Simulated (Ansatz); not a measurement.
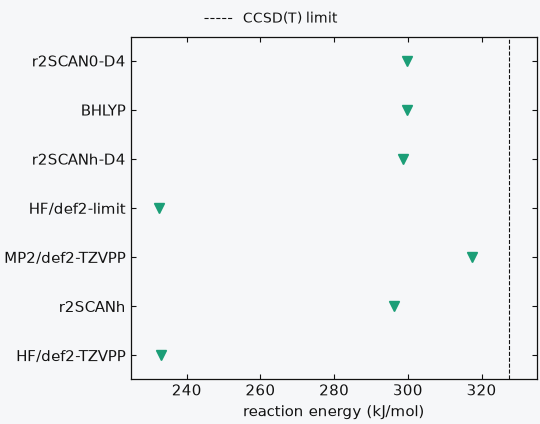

Electronic reaction energy of Si₂H₆S ([SiH3][SiH2]S) → SiH₃ ([SiH3]) [doublet] + SiH₃S ([SiH2]S) [doublet] (SMILES in brackets) at several levels (functionals in def2-TZVPP unless a basis is named), isolated molecules at PBE0-D4 triple-zeta geometries, minima by their frequencies, no zero-point or thermal terms, the Ansatz code. The line is frozen-core CCSD(T) at the basis limit (MP2 extrapolated from triple and quadruple zeta, plus CCSD(T) less MP2 in a smaller set). No dispersion term is added to BHLYP and r2SCANh. The distance of MP2/def2-TZVPP to the limit includes basis error. The limit lies 12.5 kJ/mol from CCSD(T)/def2-TZVPP, so the line itself is uncertain by a part of that.

What range do the values span, the line included?

Answer. From 232.4 kJ/mol (HF/def2-limit) to 327.4 kJ/mol (CCSD(T) limit).

Give the values.

Answer.
```csv
level,kJ/mol,less CCSD(T) limit
r2SCAN0-D4,299.8,−27.6
BHLYP,299.7,−27.7
r2SCANh-D4,298.5,−28.8
HF/def2-limit,232.4,−95.0
MP2/def2-TZVPP,317.3,−10.1
r2SCANh,296.3,−31.1
HF/def2-TZVPP,233.0,−94.4
CCSD(T) limit,327.4,0.0
```
